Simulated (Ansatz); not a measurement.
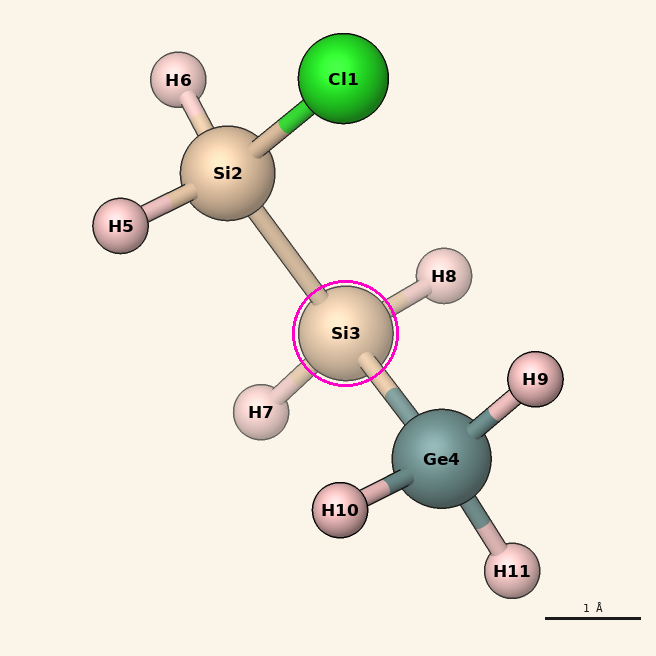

Orthographic view. Atoms fade into the background with distance from the viewer. The computed structure is the end point of a PBE0-D4/def2-TZVP optimisation. No frequency run is at hand to confirm it as a minimum.

Name the neighbours of the circled atom.

The circled atom is Si3; it is bonded to Si2, Ge4, H7, H8.

Which two atoms are farthest apart in space?

H6 and H11, 6.38 Å.

Of Cl1 and Si2, which is nearer the viewer?

Cl1; the bond to Si2 points away from the viewer, so it looks shorter than its 2.07 Å.
